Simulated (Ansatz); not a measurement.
# SrTiO3 (I4/mcm): how G0W0 depends on its starting point, part 2 of 2

Aim: G0W0 for SrTiO3 (I4/mcm) on several starting functionals, at one mesh, band count and screening cutoff.

Ansatz 0.2.0; G0W0 on several functionals, plane waves, PAW. Known limits of the many-body steps: not at the basis limit; no spin-orbit coupling.

So far. Step 2 (G0W0 on PBE): The gap on the mesh goes from 1.89 eV to 3.49 eV, a correction of +1.59 eV. Between the two edge states, bare exchange in place of the xc potential would open the gap by 12.69 eV, and correlation takes back 11.09 eV.

In doubt: masses and optical values from hybrid runs of this build are listed as unsure (steps 3, 4), which bears on the screening that GW takes from such a start.

## Step 3: G0W0 on HSE06

One-shot GW remembers its start. Another functional's orbitals and levels show by how much.

This step: G0W0 on HSE06, plane waves, PAW.

File input.yaml:

```yaml
crystal:
  lattice:
    - [-2.7555, 2.7555, 3.898]
    - [2.7555, -2.7555, 3.898]
    - [2.7555, 2.7555, -3.898]
  atoms:
    - { symbol: Sr, position: [0.75, 0.25, 0.5] }
    - { symbol: Sr, position: [0.25, 0.75, 0.5] }
    - { symbol: Ti, position: [0.0, 0.0, 0.0] }
    - { symbol: Ti, position: [0.5, 0.5, 0.0] }
    - { symbol: O, position: [0.25, 0.25, 0.0] }
    - { symbol: O, position: [0.75, 0.75, 0.0] }
    - { symbol: O, position: [0.7451, 0.2451, 0.9902] }
    - { symbol: O, position: [0.2451, 0.2549, 0.5] }
    - { symbol: O, position: [0.2549, 0.7549, 0.0098] }
    - { symbol: O, position: [0.7549, 0.7451, 0.5] }
kpoints:
  mp_grid: { grid: [4, 4, 4] }
hamiltonian:
  xc: hse06
  pseudopotentials: { kind: paw, source: ansatz }
scf:
  occupations: { method: fixed }
gw:
  n_empty_bands: 704
  ecut_chi: 190.0
  qp_bands: [v3, c3]
  qp_kpoints: band_edges
  screening: { model: contour_deformation }
```

Started as:

```console
ansatz run input.yaml --threads 4 --pin off --max-ram 138240MiB --backend cuda --events-out ev --progress --plain --runs-dir out --devices 1 --max-vram 26GiB
```

Numbers of over 12 decimals in the logs are rounded to 6 here.

What it wrote:

```text
GPUs: using 1 of 1 available (devices: 1).
[...]
davidson cushion auto → on  (no smearing: the cushion is to keep the highest requested band from converging to the state above it; pin scf.eigensolver.cushion to override)
[...]
GPU FFT provider: cuFFT
GPU libraries: cuBLAS 13.8.2, cuFFT 12.4.0, cuSOLVER 12.3.4
Crystal: 10 atoms, lattice volume = 118.387 Å³
Basis set: ecut = 930 eV, 7631 PW (Γ)
Bands: 50, of which v1, the nominal top of the filled ones, is band 40 counted from 1 (39 counted from 0)
Symmetry: 16 space group operations
[...]
k-points: 13 of 64
[...]
GPU buffer pool allocated for 262144 grid points (all kernels)
[...]
SCF iter   1: F=—  HF=-15514.025633 eV  |F-HF|=—  |Δ(HF+E_count)|=         —  Δρ=8.97e-2  dr2=1.39e1  ethr=1.00e-1  ⟨swp⟩=6.1  Hψ=2049  notcnv=0
[...]
SCF iter   8: F=-15510.191040 eV  HF=-15510.191318 eV  |F-HF|=2.78e-4  |Δ(HF+E_count)|=   3.73e-4  Δρ=4.36e-4  dr2=3.05e-4  ethr=2.93e-6  ⟨swp⟩=3.0  Hψ=1521  notcnv=0
SCF 1 stopped early in 8 iterations: F = -15510.191040 eV  dr2 = 3.05e-4
[...]
GPU FFT provider: cuFFT
GPU libraries: cuBLAS 13.8.2, cuFFT 12.4.0, cuSOLVER 12.3.4
[...]
GPU buffer pool allocated for 262144 grid points (all kernels)
[...]
Frozen-core exchange: fock
[...]
Internal energy: -15513.660808 eV  (E = F + TS)
E sigma→0 (E₀):  -15513.660808 eV
Fermi energy:    9.033319 eV
[...]
--- Band table (eV; the first three rows and the last of 13) ---
  k-point 0: bands = [... 36 lower, 8.6642, 9.0268, 9.0333, 9.0333, 12.3869, 12.3869, 12.3880, 14.8288, ... 1 higher]
  k-point 1: bands = [... 36 lower, 8.3207, 8.4004, 8.4005, 8.9910, 12.4780, 13.5240, 13.5252, 14.8196, ... 1 higher]
  k-point 2: bands = [... 36 lower, 7.3428, 8.2438, 8.2441, 8.9485, 12.5742, 14.5231, 14.5243, 14.5366, ... 1 higher]
  k-point 12: bands = [... 36 lower, 7.3371, 8.2464, 8.2464, 8.9473, 12.5758, 14.5060, 14.5060, 14.5634, ... 1 higher]
  guard bands above this table: 5 of the run's 50 bands. The solve was not asked for them (output.publish_guard_bands: true or output.eigenvalues: true publishes all)
[...]
0    38      9.0268   -26.1351     4.0511   -22.1149  0.7628     9.0577     9.0577  root
     0    39      9.0333   -26.1463     4.0508   -22.1268  0.7628     9.0646     9.0646  root
     0    40      9.0333   -26.1463     4.0508   -22.1268  0.7628     9.0646     9.0646  root
     0    41     12.3869   -12.0149    -6.1341   -18.6470  0.7811    12.8876    12.8848  root
     0    42     12.3869   -12.0149    -6.1341   -18.6470  0.7811    12.8876    12.8848  root
     0    43     12.3880   -12.0144    -6.1367   -18.6490  0.7811    12.8887    12.8859  root
     1    38      8.4004   -26.1652     3.8433   -22.3236  0.7690     8.4021     8.4021  root
     1    39      8.4005   -26.1662     3.8432   -22.3248  0.7690     8.4023     8.4023  root
[...]
12    40      8.9473   -25.9910     4.0486   -21.9663  0.7625     8.9711     8.9711  root
    12    41     12.5758   -12.3419    -6.3473   -19.1960  0.7750    13.0856    13.0825  root
    12    42     14.5060   -14.2301    -6.7391   -21.4757  0.7408    15.0167    15.0124  root
    12    43     14.5060   -14.2301    -6.7391   -21.4757  0.7408    15.0167    15.0124  root
[key lines of the parts left out:]
Free energy (F): -15513.660808 eV
```

The job ended after 2.9 min (1 × NVIDIA H100 80GB HBM3 (shared by 3 runs) with 4 threads of AMD EPYC 7R13 (Zen 3), shared host; peak memory 4.4 GiB; 5.3 min of CPU time).

Numbers from this step:

```
bands summed                                 : 744
RPA ε∞ on this mesh (eigenvalues)            : 4.411, 4.411, 4.411
plane waves in the screening matrix          : 725
q-points in the mesh                         : 64
G0W0 gap on the mesh                         : 3.820 eV
k of the valence top                         : 0, 0, 0
k of the conduction bottom                   : 0, 0, 0
starting gap on the mesh                     : 3.354 eV
Z at the valence top                         : 0.7628
Z at the conduction bottom                   : 0.7811
least direct G0W0 gap on the computed points : 3.820 eV
```

Against the run with 4×4×4 mesh, 704 empty bands, screening to 190 eV, hard PAW files on PBE, the gap moves by +0.33 eV, while the start moved by +1.46 eV.

## Step 4: G0W0 on PBE0

This step: G0W0 on PBE0, plane waves, PAW.

input.yaml: that of step 3 with these lines changed.

```diff
@@ -19,3 +19,3 @@
 hamiltonian:
-  xc: hse06
+  xc: pbe0
   pseudopotentials: { kind: paw, source: ansatz }
```

What it wrote:

```text
GPUs: using 1 of 1 available (devices: 1).
[...]
GPU FFT provider: cuFFT
GPU libraries: cuBLAS 13.8.2, cuFFT 12.4.0, cuSOLVER 12.3.4
Crystal: 10 atoms, lattice volume = 118.387 Å³
Basis set: ecut = 930 eV, 7631 PW (Γ)
Bands: 50, of which v1, the nominal top of the filled ones, is band 40 counted from 1 (39 counted from 0)
Symmetry: 16 space group operations
[...]
k-points: 13 of 64
[...]
1    38      8.0190   -26.1779     3.7103   -22.7163  0.7823     8.2671     8.2677  root
     1    39      8.0192   -26.1789     3.7103   -22.7174  0.7823     8.2673     8.2679  root
[...]
12    40      8.5485   -25.9967     3.9039   -22.3775  0.7762     8.8324     8.8332  root
    12    41     12.9297   -12.3258    -6.1973   -18.8073  0.7880    13.2146    13.2138  root
    12    42     14.8905   -14.2188    -6.5590   -21.0651  0.7570    15.1788    15.1777  root
    12    43     14.8905   -14.2188    -6.5590   -21.0651  0.7570    15.1788    15.1777  root
[key lines of the parts left out:]
Free energy (F): -15514.316332 eV
Fermi energy:    8.639306 eV
```

Elapsed: 3.4 min, on 1 × NVIDIA H100 80GB HBM3 (shared by 3 runs) with 4 threads; peak memory 4.3 GiB.

Numbers from this step:

```yaml
bands_summed: 744
rpa_eps_infinity_on_this_mesh_eigenvalues: 4.108, 4.108, 4.108
plane_waves_in_the_screening_matrix: 725
g0w0_gap_on_the_mesh: 4.083 eV
k_of_the_valence_top: 0, 0, 0
k_of_the_conduction_bottom: 0, 0, 0
starting_gap_on_the_mesh: 4.099 eV
least_direct_g0w0_gap_on_the_computed_points: 4.083 eV
```

Against the run with 4×4×4 mesh, 704 empty bands, screening to 190 eV, hard PAW files on HSE06, the gap moves by +0.26 eV, while the start moved by +0.75 eV.

## Step 5: The starts together

All on the 4×4×4 mesh with 704 empty bands and screening to 190 eV. Times are wall times on 1 × NVIDIA H100 80GB HBM3 (shared by 3 runs) with 4 threads of AMD EPYC 7R13 (Zen 3), shared host, good to a factor of about two.

| start | starting gap (eV) | shift (eV) | G0W0 gap (eV) | RPA ε∞ (harmonic mean) | Z (valence, conduction) | time |
| --- | --- | --- | --- | --- | --- | --- |
| PBE | 1.89 | +1.59 | 3.49 | 6.13 | 0.72, 0.74 | 69 s |
| HSE06 | 3.35 | +0.47 | 3.82 | 4.41 | 0.76, 0.78 | 2.9 min |
| PBE0 | 4.10 | −0.02 | 4.08 | 4.11 | 0.78, 0.79 | 3.4 min |

The parts of the quasiparticle energy at the two band edges (eV; QP = start + Σx + Σc − Vxc):

| run | edge | start | Σx | Σc | Vxc | Z | QP |
| --- | --- | --- | --- | --- | --- | --- | --- |
| PBE | valence top | 10.06 | -26.08 | 4.50 | -21.02 | 0.72 | 9.50 |
| PBE | conduction bottom | 11.95 | -12.64 | -6.60 | -20.27 | 0.74 | 12.98 |
| HSE06 | valence top | 9.03 | -26.15 | 4.05 | -22.13 | 0.76 | 9.06 |
| HSE06 | conduction bottom | 12.39 | -12.01 | -6.13 | -18.65 | 0.78 | 12.88 |
| PBE0 | valence top | 8.64 | -26.15 | 3.91 | -22.53 | 0.78 | 8.93 |
| PBE0 | conduction bottom | 12.74 | -12.00 | -5.99 | -18.26 | 0.79 | 13.01 |

For a hybrid start, Vxc holds its share of exact exchange.

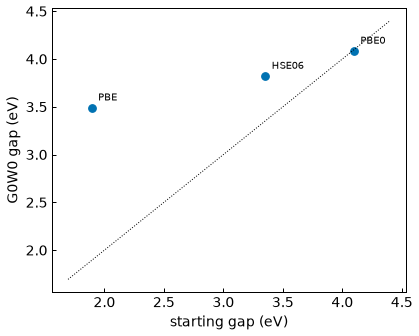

G0W0 gap against starting gap; on the dotted line the correction would vanish.

## Step 6: Outcome

| Property | Result |
| --- | --- |
| G0W0@PBE | 3.49 eV (start 1.89 eV) |
| G0W0@HSE06 | 3.82 eV (start 3.35 eV) |
| G0W0@PBE0 | 4.08 eV (start 4.10 eV) |
| known limits | not at the basis limit; no spin-orbit coupling |

In words: The starting gaps span 2.20 eV and the G0W0 gaps 0.59 eV. Between PBE and PBE0, 0.59 eV of the 2.20 eV survives, 27 %. PBE0 screens less than PBE (ε∞ 4.11 against 6.13). Of the 0.59 eV by which its G0W0 gap is higher, the correlation part gives +1.19 eV, and exchange with the one-particle terms, which follow the orbitals, −0.60 eV. The smallest correction, −0.02 eV, is on PBE0, the start nearest to reproducing itself. Bands and cutoff are finite, so the gap is not at the basis limit. The miss can reach some tenths of an eV and take either sign; the mesh is an error of its own. The many-body steps are scalar-relativistic: spin-orbit coupling is not in them.

[Paths, hosts, dates, memory and timing lines, banners, echoed tables and standing remarks are left out of the program output.]

[Logs are printed without paths, hosts, clocks, repeated set-up lines and the standing remarks that a program may print on its own settings, such as how far it seeks lower states.]

[Runs of the session that timed out or met a known fault of the program may be left out.]

[Cells called generated may have been cut or substituted from an entry of the Crystallography Open Database or the Materials Project.]

[Hosts, paths, dates, database ids (printed as entryN), source tags and the programs' standing remarks are cut or masked in the printed files.]
